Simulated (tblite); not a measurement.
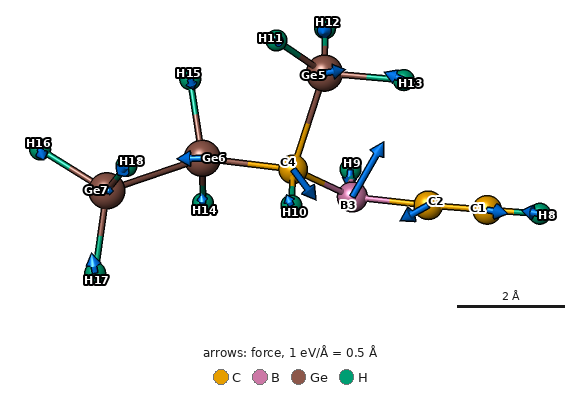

Starting geometry of C3H11BGe3 with the computed forces as blue arrows. A ball-and-stick model, seen at a tilt.

Theory: GFN2-xTB geometry optimisation, gas phase in tblite. 

### Is this structure relaxed? If not, where do the atoms go?

It isn't relaxed: the largest force vector, on B3, is 2.46 eV/Å. The final displacements have little in common with the starting forces (cosine between the two patterns 0.14). Over 157 geometry steps the energy falls by 0.792 eV. The largest move after the best rigid fit is that of H8, 2.15 Å. Largest moves by element: H 2.15 Å, C 1.29 Å, B 0.90 Å, Ge 0.78 Å. Among the contacts that change: Ge5–H13 1.570 → 1.502 Å, C4–Ge6 1.935 → 1.996 Å, Ge5–H12 1.557 → 1.497 Å, C2–B3 1.546 → 1.504 Å. Among the angles between lasting bonds that change: B3–C4–Ge5 104.6° → 114.9°, H16–Ge7–H17 112.7° → 105.4°, Ge6–C4–H10 113.5° → 106.6°. Groups turn about Ge6–Ge7 by about 45°, C4–Ge6 by about 35°.
